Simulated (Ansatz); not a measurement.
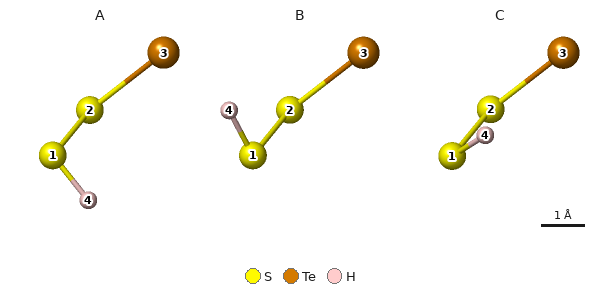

3 geometries from a converged minimum-energy path of HTeS2 (multiplicity 2), shuffled. The picture is a ball-and-stick view, seen from a free direction.

Theory: UKS PBE0/def2-SVP (Ansatz). Run with 7 movable images; climbing image; force threshold 0.05 eV/Å; iteration limit 40; starting path by image-dependent pair potential.

Q: Which frame is the transition state?

A: C. In order along the path, whose images run from 0 to 8: B (image 1, +1.6 kJ/mol), C (image 4, +12.3 kJ/mol), A (image 8, 0.0 kJ/mol). The motion is a rotation about the S1–S2 bond by about 175°. No bond forms or breaks between the ends.

Cost: 4.1 min on 1 thread of Arm Neoverse V1, with other jobs on the host, peak memory 0.19 GiB.
